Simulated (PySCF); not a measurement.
C4H12OS3Si, SMILES CS[Si](SC)(SC)OC at its GFN2-xTB optimised geometry (Å):

```
21

C     -1.5268     2.0340     0.2519
O     -0.2766     1.4376     0.0000
Si     0.0962    -0.1361     0.0000
S      2.2398    -0.1361     0.0000
C      2.5237     0.8057     1.5285
S     -0.7423    -1.0289     1.7677
C     -0.3305    -2.7809     1.4883
S     -0.6293    -1.1833    -1.7327
C      0.4444    -0.4412    -2.9984
H     -1.9101     1.7069     1.2188
H     -1.3756     3.1124     0.2549
H     -2.2398     1.7607    -0.5271
H      3.5966     0.8235     1.6865
H      2.0267     0.3104     2.3568
H      2.1417     1.8127     1.4006
H     -0.7958    -3.1124     0.5659
H      0.7476    -2.8955     1.4377
H     -0.7291    -3.3302     2.3342
H      1.4806    -0.6522    -2.7552
H      0.2707     0.6291    -3.0391
H      0.1742    -0.9036    -3.9416
```

Method: PBE0/def2-SVP (PySCF). Cells within 0.4 Å of a nucleus heavier than hydrogen are left out (blank, or x).

Map of the Laplacian of the electron density (e/bohr⁵), clipped to [-1.50, 1.50] on the plane z = 0.0 Å:

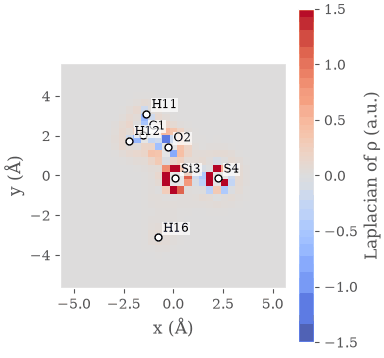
Figure: Laplacian of the electron density (e/bohr⁵), clipped to [-1.50, 1.50] on the plane z = 0.0 Å.
